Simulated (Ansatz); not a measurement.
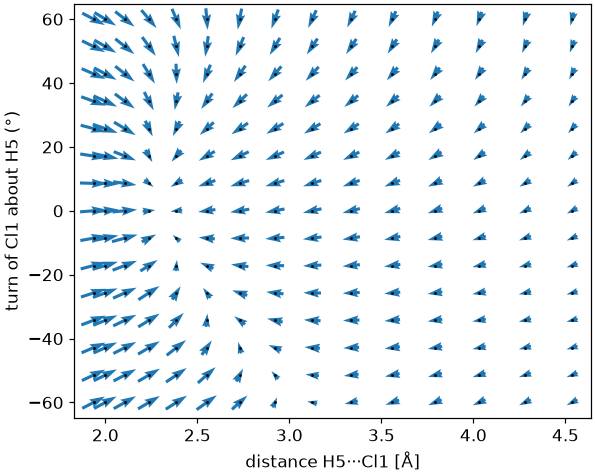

The pair Cl···H₃N, charge −1. The turn is about an axis along (0.74, 0.67, −0.06) in the frame of the relaxed pair, normal to the line between the partners. Coordinates scanned: (1) distance H5···Cl1; (2) turn of Cl1 about H5. The scan uses a 15 × 15 grid. Points are written as (first, second). Method: RKS PBE-D4/def2-TZVPD in Ansatz.

In the figure: dots at the grid points, arrows along the force (downhill), their lengths compressed.

Q: The arrows alone are given. Where is the energy lowest?

A: The arrows converge at about (2.306 Å, 0°) (read from the interpolated surface).

The energy map of the same scan:

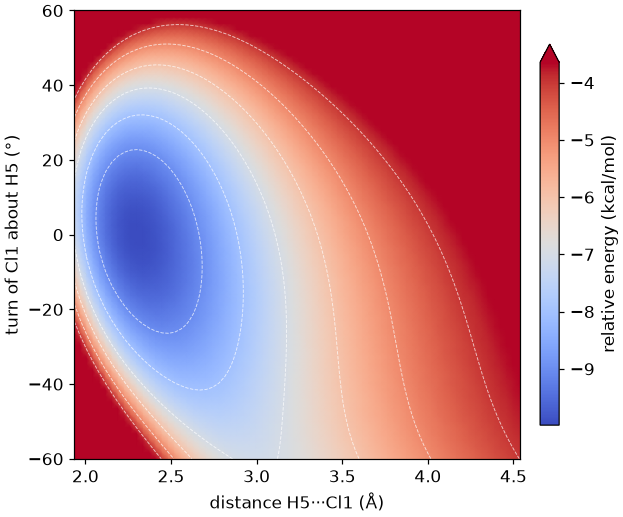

Energies are in kcal/mol, from the ion and the molecule far apart, frozen as in the relaxed pair, each in its own basis (no counterpoise correction); between grid points the surface is interpolated.
